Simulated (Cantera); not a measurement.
Feed: 1 mol Si, a varied amount of CO2, 51 mol H2, held at 1875 °C and 0.530 bar.

These are equilibrium values from Cantera (NASA tables, ideal gas, pure condensed phases), not measurements of a reactor. Candidate condensed phases: C, C6H6, C7H8, C8H18, H2O, Si, SiC, SiO2; 123 gas species. Mutual solubility and eutectic melting of coexisting phases are not modelled. Gases not in the tables: Si2H6 and higher silanes. Rates play no part.

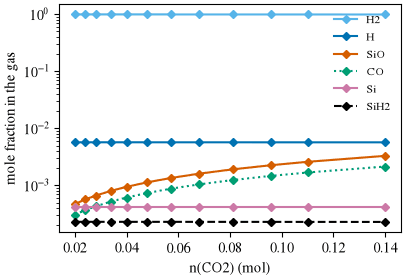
Figure. Equilibrium gas composition (values under 1e-9 drawn at 1e-9)

From 0.02 mol CO2 to 0.14 mol CO2 the condensed part is Si(l) + SiC(s). The main Si-bearing gas is SiO throughout. The share of Si in condensed phases is highest at 0.02 mol CO2 (93.2 %) and lowest at 0.14 mol CO2 (78.7 %).
